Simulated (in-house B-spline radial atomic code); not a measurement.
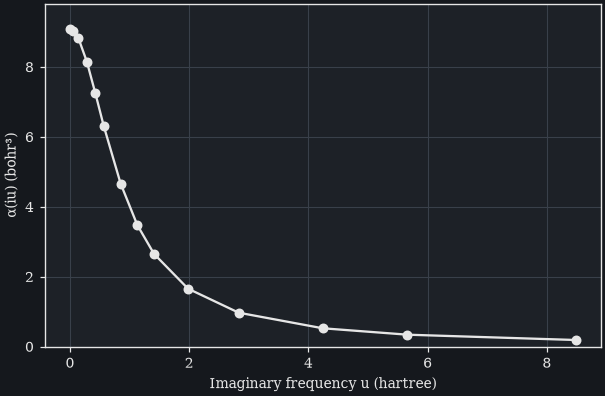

Dipole polarisability at imaginary frequency of a closed-shell atom or ion with the configuration [Ar] 3d¹⁰ 4s² 4p⁶. Relativistic RPA on Dirac–Hartree–Fock, no-pair Dirac–Coulomb, finite nucleus, computed with a B-spline radial code.

Which species is it, and what does the curve give?

Rb⁺. The static dipole polarisability is 9.08 bohr³; α(iu) falls to half of it near u = 0.88 hartree. The Casimir–Polder integral gives C₆ = 55.0 hartree bohr⁶ for two such species.
